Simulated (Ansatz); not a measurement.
# A computed series for hypothetical diamond Mg: response to strain

Base system: Mg in the diamond structure (space group Fd-3m, No. 227; a = 6.8704 Å; a hypothetical phase, not in the database extracts checked; relaxed with 0.1 eV smearing).

Strains are applied to the cell and any free atomic positions relax.

Calculations: DFT with PBE, PAW potentials and a 420 eV plane-wave cutoff in Ansatz (a first-principles code), spin-orbit coupling left out.

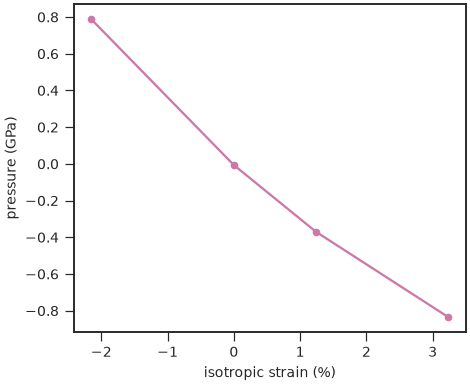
Figure: Pressure against isotropic strain

| isotropic strain (%) | pressure |
|---|---|
| -2.15 | 0.8 GPa |
| 1.24 | -0.4 GPa |
| 3.23 | -0.8 GPa |

Stability against distortions was not tested.
